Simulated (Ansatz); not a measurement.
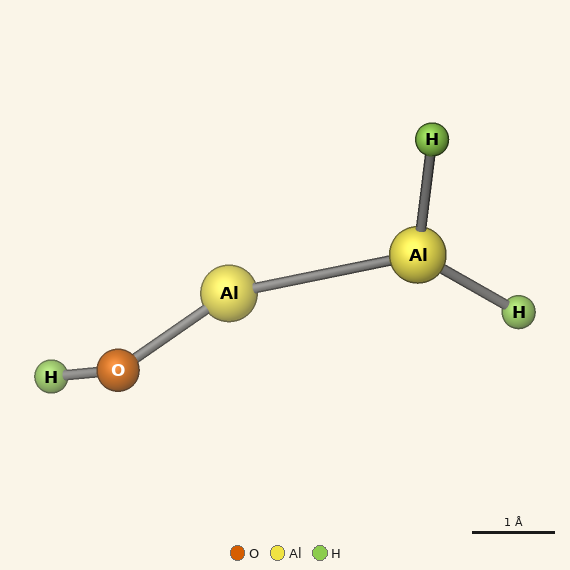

Atoms fade into the background with distance from the viewer. State: neutral, doublet. Computed geometry: PBE0-D4/def2-TZVP optimisation. No frequency run is at hand to confirm it as a minimum. Masses are those of the most abundant isotopes; constants are for the rigid equilibrium geometry.

Question: Classify the rotor and give the rotational constants (GHz).

Answer: An asymmetric top (Cs): A = 41.9, B = 2.51, C = 2.45 GHz. Ray's parameter κ is −1.00, close to the prolate limit.
